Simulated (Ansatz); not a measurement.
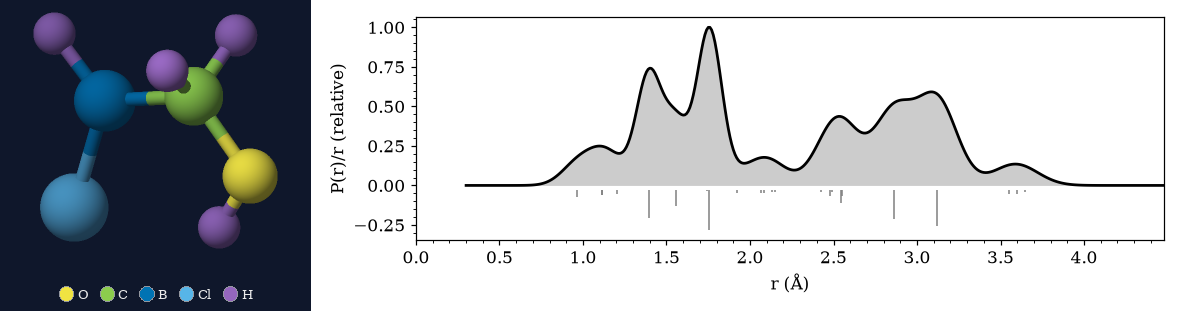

Simulated gas electron diffraction: radial distribution curve of CH₄BClO. Each pair of atoms contributes with weight ZᵢZⱼ/r (bars below the curve); damping constant 0.0015 Å²; vibrational amplitudes assumed, not computed: 0.05 Å for bonds, 0.078 Å for bonds to H, 0.06 + 0.015 r up to 0.15 Å for other pairs. The geometry is the end point of an optimisation (RKS PBE0-D4/def2-SVP in Ansatz 0.2.0); it may be a saddle point or a higher isomer.

### Assign the first 7 clear peaks of the radial distribution curve (– bonded, ··· not bonded).

Peak 1, 1.10 Å: O–H 0.96 Å, C–H 1.11–1.12 Å (×2), B–H 1.20 Å, not resolved
Peak 2, 1.40 Å: O–C 1.39 Å, C–B 1.55 Å, not resolved
Peak 3, 1.76 Å: Cl–B 1.76 Å
Peak 4, 2.08 Å: O···H 2.07–2.08 Å (×2), B···H 2.13–2.15 Å (×2), not resolved
Peak 5, 2.53 Å: Cl···H 2.48–2.55 Å (×2), O···B 2.55 Å, not resolved
Peak 6, 3.09 Å: Cl···C 2.86 Å, Cl···O 3.12 Å, not resolved
Peak 7, 3.59 Å: Cl···H 3.55–3.60 Å (×2), O···H 3.65 Å, not resolved
